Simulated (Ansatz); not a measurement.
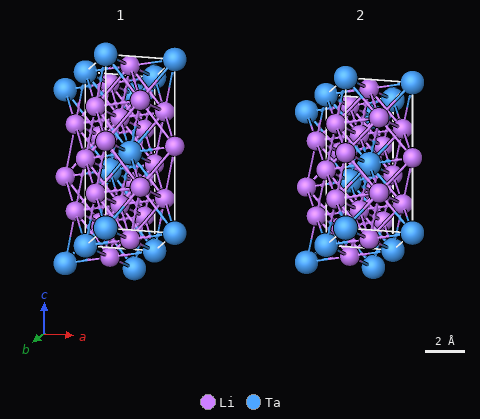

Two geometries of a crystal of Li3Ta (built on the TiAl3 (D0_22)_139 type) (coarse preliminary run), drawn at one scale. One is the start of a relaxation, the other its converged end. Style: ball-and-stick. Shown: the conventional cell (2 times the calculation's cell), repeated 1 × 2 × 1 with one cell outlined, from a free direction. Lengths and directions refer to the drawn axes.

Theory: DFT PBE, scalar-relativistic, plane waves, PAW in Ansatz 0.2.0. Settings: plane-wave cutoff 420 eV; k-point mesh 6 × 6 × 6; occupations gaussian; smearing width 0.1 eV; no spin polarisation; cell and atoms relaxed; force threshold 0.04 eV/Å; at most 70 steps.

> Which one is relaxed?

Structure 1 is the relaxed one. Case: TiAl3 (D0_22) type (I4/mmm, No. 139). The atoms keep their places relative to the cell (all moves are under 0.005 Å). The drawn cell changes as follows: a = b 3.626 → 3.749 Å (+3.4 %), c 8.100 → 9.355 Å (+15.5 %); the volume changes by +23.4 %. Near-neighbour distances that change, for instance: Li–Ta 2.718 → 2.997 Å, Li–Li 2.718 → 2.997 Å, Li–Ta 2.564 → 2.651 Å, Li–Li 2.564 → 2.651 Å. The space group stays I4/mmm (No. 139). After 5 accepted moves (6 points after the start) the energy has fallen by 0.442 eV per cell of the calculation. All forces vanish by symmetry, so only the cell relaxes. Pressure: 12.49 GPa at the start and 0.16 GPa at the end. The SCF was repeated once at an unchanged geometry on a basis and grid sized afresh for the cell, which shifted the energy by 2.9 meV per cell of the calculation at most. Cost: 15 s on 1 thread of Arm Neoverse V1 (shared host), peak memory 0.36 GiB.
